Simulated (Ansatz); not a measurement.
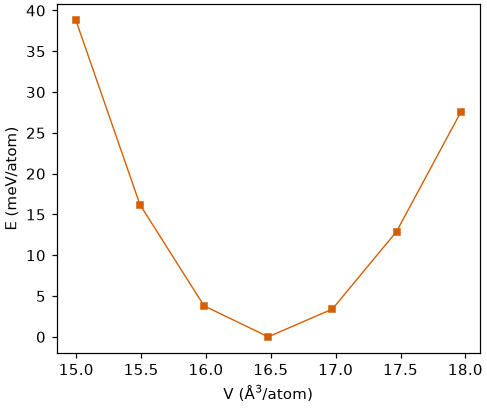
Figure: Al (fcc (Cu type), Fm-3m) under volume change, PBE in the plane-wave PAW code Ansatz, scaled uniformly.

What does a third-order Birch–Murnaghan fit give for V₀, B₀ and B′?

V₀ = 16.48 Å³/atom, B₀ = 77.8 GPa, B′ = 4.7.

The cell was relaxed with PBE under the symmetry of its start.

Potentials: the earlier of the program's two PAW sets.
